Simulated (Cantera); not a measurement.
Feed: 1 mol Si, 0.032 mol N₂O, 540 mol H₂, equilibrated at 74.0 mbar.

Cantera equilibrium calculation (NASA polynomials, part measured and part estimated; ideal gas, pure solids and liquids). Candidate condensed phases: H₂O, Si, SiO₂, Si₂N₂O, Si₃N₄; 35 gas species. Mutual solubility and eutectic melting of coexisting phases are not modelled. The numbers say what is thermodynamically allowed, not how fast it happens.

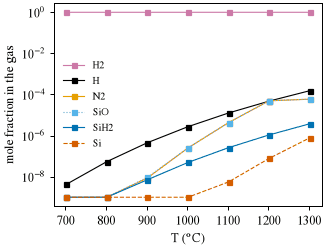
Equilibrium gas composition (values under 1e-9 drawn at 1e-9)

Read off the mole fractions at 1002 °C.

H₂ about 1.00, H about 2.7e-6, SiO about 2.5e-7, N₂ about 2.5e-7, SiH₂ about 4.9e-8.
